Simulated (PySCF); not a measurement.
## A study: FH$_{2}$P, SMILES `FP`

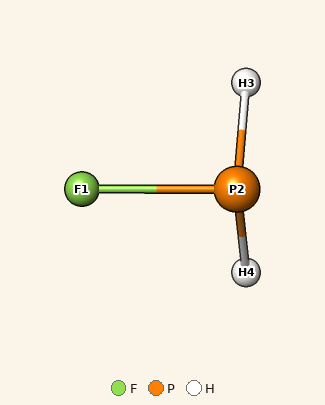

The molecule, with its atoms numbered as below. No frequency check shows the geometry to be a minimum.

Cartesian coordinates (Å):

```
F1      -1.0761    0.0000   -0.0199
P2       0.5494   -0.0000    0.1241
H3       0.7220    1.0076   -0.8411
H4       0.7221   -1.0072   -0.8414
```

Part 1: Bonding charge

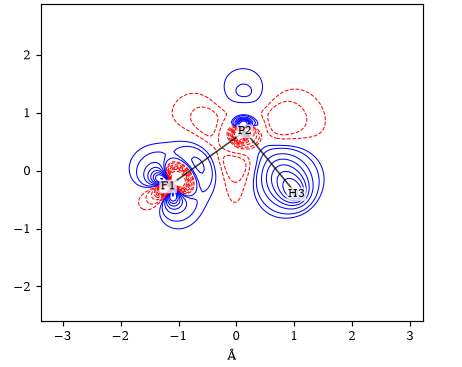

Deformation density (molecule less spherical, spin-averaged free atoms) in the plane of F1, P2 and H3; contours at ±0.05 to ±0.8 e/Å³; solid blue lines: gain, dashed red lines: loss.

Computed with PySCF, PBE/def2-TZVP, geometry: GFN2-xTB.

**Describe the bonding that the map shows.**

P2–H3: +0.27 e/Å³ at the bond critical point (bond length 1.41 Å, Mayer order 1.0). F1–P2: −0.01 e/Å³ at the bond critical point (bond length 1.63 Å, Mayer order 1.0); up to 0.6 Å beside the axis the gain reaches +0.21 e/Å³. In all, 0.9 electrons gather in the regions of gain relative to the promolecule. A small or negative value marks a very polar bond, one between electron-rich atoms, whose free-atom densities already overlap strongly, a long bond to a heavier atom, or a closed-shell contact such as a hydrogen bond.

**Where do the Hirshfeld charges lie?**

The highest Hirshfeld charge is on P2 (+0.19 e), the lowest on F1 (−0.16 e).

```json
{"atom": "F1", "charge (e)": "−0.16"}
{"atom": "P2", "charge (e)": "+0.19"}
{"atom": "H3", "charge (e)": "−0.02"}
{"atom": "H4", "charge (e)": "−0.02"}
```

Part 2: Local ionisation energy

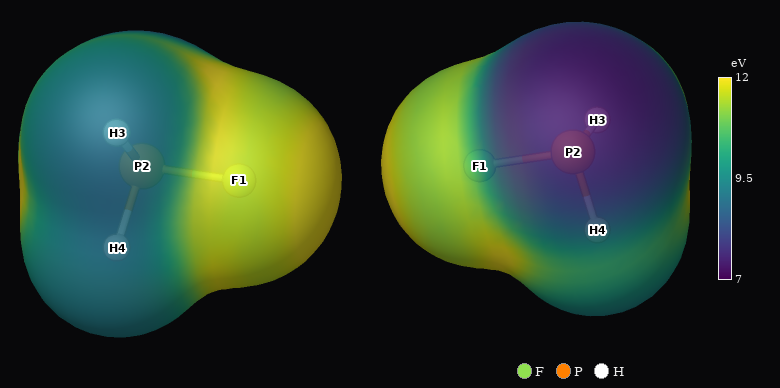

Average local ionisation energy on the surface of electron density 0.001 a.u. (back view left, front view right).

**Locate the minima of the map.**

The lowest value is 7.2 eV, 2.3 Å from P2. Further minima include 8.9 eV, 1.6 Å from H4. For comparison, the highest occupied orbital lies at −6.7 eV.

**What volume does the surface enclose, and what is the dipole moment?**

About 59 Å³; the dipole moment is 1.4 D.

Part 3: In an electric field

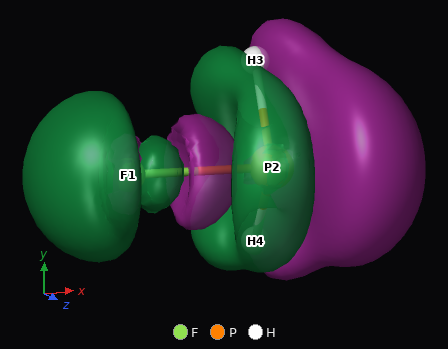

Change of the electron density in a uniform field of 0.21 V/Å, surfaces at ±0.0015 e/Å³ (green: gain, purple: loss).

Computed with PySCF, PBE/def2-TZVP, geometry: GFN2-xTB. A basis without diffuse functions makes polarisabilities too small.

**Along which Cartesian direction does the field point?**

Along +x: electrons gather on the −x side, against the field.

**What dipole is induced, and what polarisability does it imply?**

The induced dipole is 0.24 D (along the field); α along this axis, from the fields in both directions, is 24 bohr³ (3.5 Å³).

**Which atoms gain and lose the most charge?**

Electrons gather most on F1 (Hirshfeld charge changes by −0.011 e) and leave P2 most (+0.007 e); 0.026 electrons are displaced in all.

Part 4: Removing or adding an electron

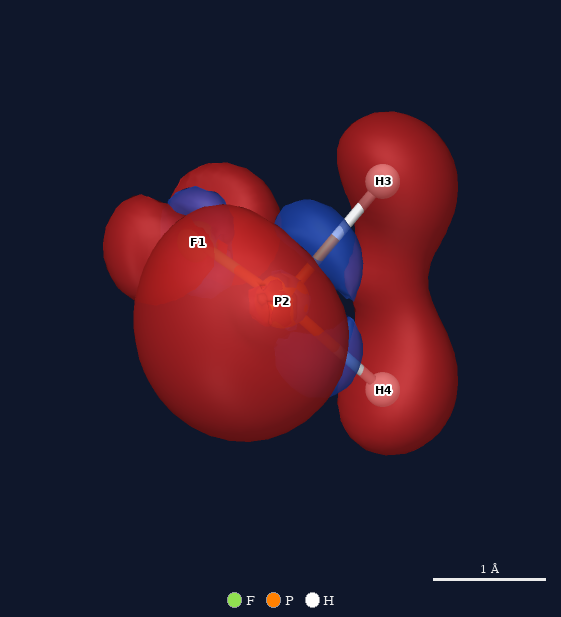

Fukui function f⁻ = ρ(N) − ρ(N−1) at fixed geometry, surfaces at ±0.04 e/Å³ (red positive, blue negative).

Method: PBE/def2-TZVP; geometry: GFN2-xTB; program: PySCF.

**On which atoms does the density change most on removal of an electron?**

f⁻ (Hirshfeld-condensed) is largest on P2 (0.55); the vertical ionisation energy is 10.53 eV. Condensed values hint at sites of electrophilic attack but needn't mark the atom that reacts. Orbital relaxation makes it negative in places (0.09 e in all).

| atom | f⁻ | charge |
| --- | --- | --- |
| F1 | +0.18 | −0.16 |
| P2 | +0.55 | +0.19 |
| H3 | +0.13 | −0.02 |
| H4 | +0.13 | −0.02 |
